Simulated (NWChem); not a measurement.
**C3H3OP (SMILES c1cpco1): levels of theory compared**

Wanted: a comparison of 3 runs (HF/def2-SVP, HF/6-311G**, PBE0/def2-SVP) of C3H3OP. 

The calculation is run with NWChem 7.3.0.

## 1. Starting point

The species is C3H3OP (8 atoms), meant as a singlet with charge 0. SMILES: `c1cpco1`. The coordinates come from a GFN2-xTB relaxation.

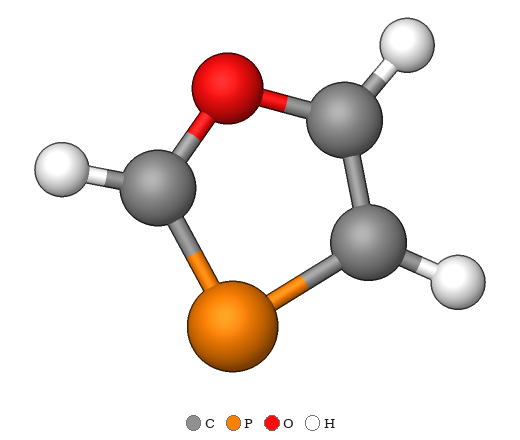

Viewed from a chosen angle; carbon grey, phosphorus orange, oxygen red, hydrogen white.

## 2. Energy and gradient at HF/def2-SVP (run 1)

Input file run.py:

```python
from ase import Atoms
from ase.calculators.nwchem import NWChem

atoms = Atoms(['C', 'C', 'P', 'C', 'O', 'H', 'H', 'H'], positions=[
    [-0.295160, 0.733880, 0.572330],
    [0.980940, 0.277950, 0.522210],
    [1.122010, -1.055530, -0.629550],
    [-0.550190, -0.860730, -0.921550],
    [-1.157060, 0.108010, -0.226660],
    [-0.702650, 1.530450, 1.169390],
    [1.788000, 0.678770, 1.105320],
    [-1.185890, -1.412790, -1.591500],
])

calc = NWChem(
    label='test',
    theory='scf',
    memory='2200 mb',
    basis='def2-SVP',
    basispar='spherical bse',
    scf={'nopen': '0', 'rhf': None, 'thresh': '1e-08', 'maxiter': '80'},
)
atoms.calc = calc

forces = atoms.get_forces()
e = atoms.get_potential_energy()
print(f"E = {e:.6f} eV")
print("forces (eV/A):")
for s, f in zip(atoms.symbols, forces):
    print(f"{s:2s} {f[0]:10.5f} {f[1]:10.5f} {f[2]:10.5f}")
print("dipole (e A):", atoms.get_dipole_moment().round(4))
```

Started as:

```bash
$ export ASE_NWCHEM_COMMAND="nwchem PREFIX.nwi > PREFIX.nwo"
$ python run.py
```

The program printed:

```text
E = -14439.789388 eV
forces (eV/A):
C     0.87145   -0.17314    0.09400
C    -0.84384    0.41091    0.12444
P    -0.89881   -0.13010   -0.36078
C     0.52358    0.02242    0.16090
O     0.61922   -0.42706   -0.20718
H    -0.14542    0.05343    0.00715
H     0.08269    0.21345    0.21330
H    -0.20888    0.03003   -0.03183
dipole (e A): [-0.0979  0.1696  0.1239]
```

The calculator wrote test.nwi:

```
title "test"

permanent_dir test

scratch_dir test

start test

geometry units angstrom nocenter noautosym noautoz
  C  -2.9515999999999998e-01 7.3387999999999998e-01 5.7233000000000001e-01
  C  9.8094000000000003e-01 2.7794999999999997e-01 5.2220999999999995e-01
  P  1.1220100000000000e+00 -1.0555300000000001e+00 -6.2955000000000005e-01
  C  -5.5018999999999996e-01 -8.6073000000000000e-01 -9.2154999999999998e-01
  O  -1.1570600000000000e+00 1.0800999999999999e-01 -2.2666000000000000e-01
  H  -7.0265000000000000e-01 1.5304500000000001e+00 1.1693899999999999e+00
  H  1.7880000000000000e+00 6.7876999999999998e-01 1.1053200000000001e+00
  H  -1.1858900000000001e+00 -1.4127900000000000e+00 -1.5914999999999999e+00
end

memory 2200 mb

basis spherical bse noprint
   * library def2-SVP
end

scf
  nopen 0
  rhf
  thresh 1e-08
  maxiter 80
end

task scf gradient
```

test.nwo:

```text
Northwest Computational Chemistry Package (NWChem) 7.3.0
             --------------------------------------------------------

           Job information
           ---------------

    nwchem branch   = 7.3.0
    use scalapack   = T
    input           = test.nwi
    prefix          = test.
    data base       = test/test.db
    status          = startup
    nproc           =        1

           Memory information
           ------------------

    heap     =     72089596 doubles =      550.0 Mbytes
    stack    =     72089601 doubles =      550.0 Mbytes
    global   =    144179200 doubles =     1100.0 Mbytes (distinct from heap & stack)
    total    =    288358397 doubles =     2200.0 Mbytes
    verify   = yes
    hardfail = no

           Directory information
           ---------------------

  0 permanent = test
  0 scratch   = test

                                NWChem Input Module
                                -------------------

                                       test
                                       ----

[... 123 lines left out ...]
 Convergence threshold     :          1.000E-08
[... 13 lines left out ...]
       Final RHF  results
[... 3 lines left out ...]
      One-electron energy =  -1141.968477487838
[... 1 line left out ...]
 Nuclear repulsion energy =    207.648293272351
[... 40 lines left out ...]
                       ROHF Final Molecular Orbital Analysis
[... 224 lines left out ...]
     1   1 0 0     -0.184978      0.000000     15.659536
[... 8 lines of this table left out ...]
     2   0 0 2    -26.370492      0.000000     72.046899

                              NWChem Gradients Module
                              -----------------------

                                       test

  wavefunction    =   RHF

                         RHF ENERGY GRADIENTS

    atom               coordinates                        gradient
                 x          y          z           x          y          z
   1 C      -0.557772   1.386832   1.081547   -0.016947   0.003367  -0.001828
   2 C       1.853708   0.525249   0.986834    0.016410  -0.007991  -0.002420
   3 P       2.120291  -1.994662  -1.189677    0.017479   0.002530   0.007016
[... 4 lines of this table left out ...]
   8 H      -2.241007  -2.669786  -3.007499    0.004062  -0.000584   0.000619

                 ----------------------------------------
                 |  Time  |  1-e(secs)   |  2-e(secs)   |
                 ----------------------------------------
                 |  CPU   |       0.01   |       1.85   |
                 ----------------------------------------
                 |  WALL  |       0.01   |       1.85   |
                 ----------------------------------------

 Task  times  cpu:       11.5s     wall:       11.5s
 Total times  cpu:       11.5s     wall:       11.5s
```

Wall time 13 s (1 thread of Intel Xeon 6975P-C (Granite Rapids), shared host); peak memory 0.099 GiB.

## 3. Energy and forces at HF/6-311G(d,p) (run 2)

Input file input.nw:

```
start input
title "C3H3OP"
memory stack 880 mb heap 220 mb global 1100 mb

geometry noautosym nocenter noautoz
  C     -0.295160     0.733880     0.572330
  C      0.980940     0.277950     0.522210
  P      1.122010    -1.055530    -0.629550
  C     -0.550190    -0.860730    -0.921550
  O     -1.157060     0.108010    -0.226660
  H     -0.702650     1.530450     1.169390
  H      1.788000     0.678770     1.105320
  H     -1.185890    -1.412790    -1.591500
end

basis spherical bse
  * library 6-311G**
end

scf
  thresh 1e-08
  maxiter 80
  noprint "final vectors analysis"
end

task scf gradient
```

Started as:

```bash
$ nwchem input.nw > input.out
```

The program printed:

```text
[...]
  functions       =   116
[...]
  wavefunction    = RHF
[...]
         Total SCF energy =   -530.954063476333
      One-electron energy =  -1142.463060506481
      Two-electron energy =    403.860703757797
 Nuclear repulsion energy =    207.648293272351
        Time for solution =     22.1s
[...]
                         RHF ENERGY GRADIENTS
    atom               coordinates                        gradient
                 x          y          z           x          y          z
   1 C      -0.557772   1.386832   1.081547   -0.022994   0.000856  -0.005755
   2 C       1.853708   0.525249   0.986834    0.016619  -0.011070  -0.005112
   3 P       2.120291  -1.994662  -1.189677    0.019364   0.000971   0.006151
   4 C      -1.039708  -1.626544  -1.741477   -0.010714   0.003376   0.000122
   5 O      -2.186526   0.204109  -0.428325   -0.006977   0.007853   0.005041
   6 H      -1.327816   2.892131   2.209827    0.000936   0.003603   0.003475
   7 H       3.378830   1.282689   2.088752    0.002998  -0.001674  -0.000649
   8 H      -2.241007  -2.669786  -3.007499    0.000770  -0.003916  -0.003273
[...]
```

Wall time 28 s (1 thread of Intel Xeon 6975P-C (Granite Rapids), shared host); peak memory 0.097 GiB.

## 4. Energy and gradient at PBE0/def2-SVP (run 3)

Changes to run.py since step 2:

```diff
@@ -3,3 +3,3 @@
 
-atoms = Atoms(['C', 'C', 'P', 'C', 'O', 'H', 'H', 'H'], positions=[
+atoms = Atoms('CCPCOHHH', positions=[
     [-0.295160, 0.733880, 0.572330],
@@ -15,4 +15,4 @@
 calc = NWChem(
-    label='test',
-    theory='scf',
+    label='c3h3op',
+    theory='dft',
     memory='2200 mb',
@@ -20,3 +20,3 @@
     basispar='spherical bse',
-    scf={'nopen': '0', 'rhf': None, 'thresh': '1e-08', 'maxiter': '80'},
+    dft={'xc': 'pbe0', 'mult': '1', 'grid': 'xfine', 'convergence': 'energy 1e-08', 'iterations': '100', 'mulliken': None},
 )
```

Started as:

```bash
$ export ASE_NWCHEM_COMMAND="nwchem PREFIX.nwi > PREFIX.nwo"
$ python run.py
```

The program printed:

```text
E = -14478.430785 eV
forces (eV/A):
C     0.50193    0.03065    0.17160
C    -0.32571   -0.13647   -0.21829
P    -0.00972   -0.19098   -0.16794
C     0.40289   -0.02103    0.08947
O    -0.21109   -0.14995   -0.19170
H    -0.33023    0.37127    0.23922
H     0.42017    0.29568    0.38078
H    -0.44830   -0.19911   -0.30313
dipole (e A): [-0.1225  0.1767  0.1234]
```

The calculator wrote c3h3op.nwi:

```
title "c3h3op"

permanent_dir c3h3op

scratch_dir c3h3op

start c3h3op

geometry units angstrom nocenter noautosym noautoz
  C  -2.9515999999999998e-01 7.3387999999999998e-01 5.7233000000000001e-01
  C  9.8094000000000003e-01 2.7794999999999997e-01 5.2220999999999995e-01
  P  1.1220100000000000e+00 -1.0555300000000001e+00 -6.2955000000000005e-01
  C  -5.5018999999999996e-01 -8.6073000000000000e-01 -9.2154999999999998e-01
  O  -1.1570600000000000e+00 1.0800999999999999e-01 -2.2666000000000000e-01
  H  -7.0265000000000000e-01 1.5304500000000001e+00 1.1693899999999999e+00
  H  1.7880000000000000e+00 6.7876999999999998e-01 1.1053200000000001e+00
  H  -1.1858900000000001e+00 -1.4127900000000000e+00 -1.5914999999999999e+00
end

memory 2200 mb

basis spherical bse noprint
   * library def2-SVP
end

dft
  xc pbe0
  mult 1
  grid xfine
  convergence energy 1e-08
  iterations 100
  mulliken
end

task dft gradient
```

c3h3op.nwo:

```text
Northwest Computational Chemistry Package (NWChem) 7.3.0
             --------------------------------------------------------

           Job information
           ---------------

    nwchem branch   = 7.3.0
    use scalapack   = T
    input           = c3h3op.nwi
    prefix          = c3h3op.
    data base       = c3h3op/c3h3op.db
    status          = startup
    nproc           =        1

           Memory information
           ------------------

    heap     =     72089598 doubles =      550.0 Mbytes
    stack    =     72089595 doubles =      550.0 Mbytes
    global   =    144179200 doubles =     1100.0 Mbytes (distinct from heap & stack)
    total    =    288358393 doubles =     2200.0 Mbytes
    verify   = yes
    hardfail = no

           Directory information
           ---------------------

  0 permanent = c3h3op
  0 scratch   = c3h3op

                                NWChem Input Module
                                -------------------

                                      c3h3op
                                      ------

[... 94 lines left out ...]
  convergence criterion.
[... 17 lines left out ...]
          Convergence on gradient requested:  5.00D-04
[... 26 lines left out ...]
          Convergence aids based upon iterative change in
[... 28 lines left out ...]
 1-e energy   =   -1139.755726
[... 46 lines left out ...]
         Total DFT energy =     -532.072521855170
[... 2 lines left out ...]
    Exchange-Corr. energy =      -48.857677176592
[... 695 lines left out ...]
          Convergence on energy requested:  1.00D-08
[... 24 lines left out ...]
          Spatial weights used:  Erf1
[... 4 lines left out ...]
          total energy or number of iterations.
[... 18 lines left out ...]
                            NWChem DFT Gradient Module
                            --------------------------

                                      c3h3op

  charge          =   0.00
  wavefunction    = closed shell

                         DFT ENERGY GRADIENTS

    atom               coordinates                        gradient
                 x          y          z           x          y          z
   1 C      -0.557772   1.386832   1.081547   -0.009761  -0.000596  -0.003337
   2 C       1.853708   0.525249   0.986834    0.006334   0.002654   0.004245
   3 P       2.120291  -1.994662  -1.189677    0.000189   0.003714   0.003266
[... 4 lines of this table left out ...]
   8 H      -2.241007  -2.669786  -3.007499    0.008718   0.003872   0.005895

                 ----------------------------------------
                 |  Time  |  1-e(secs)   |  2-e(secs)   |
                 ----------------------------------------
                 |  CPU   |       0.00   |       1.79   |
                 ----------------------------------------
                 |  WALL  |       0.00   |       1.79   |
                 ----------------------------------------

 Task  times  cpu:       27.4s     wall:       27.4s
 Total times  cpu:       27.4s     wall:       27.4s
```

Wall time 29 s (1 thread of Intel Xeon 6975P-C (Granite Rapids), shared host); peak memory 0.14 GiB.

## 5. All runs side by side

```csv
run,level,iteration cap,module,energy (Eh),dipole moment (D),HOMO energy (eV),LUMO energy (eV),wall time
1,HF/def2-SVP,80,scf,-530.652477,1.11,-8.83,2.83,13 s
2,HF/6-311G**,80,scf,-530.954063,1.22,–,–,28 s
3,PBE0/def2-SVP,100,dft,-532.072522,1.19,-6.91,-0.73,29 s
```

## 6. Outcome

| quantity | value |
| --- | --- |
| run 3: total energy | -532.07252 Eh |
| run 3: dipole moment | 1.19 D |
| run 3: HOMO energy | -6.91 eV |
| run 3: LUMO energy | -0.73 eV |
| run 3: HOMO–LUMO gap | 6.18 eV |
| run 3: largest force on an atom | 0.640 eV/Å |

**Reading.** The dipole moment (its size) runs from 1.11 D (HF/def2-SVP) to 1.22 D (HF/6-311G**). All runs together took 70 s, the longest 29 s.
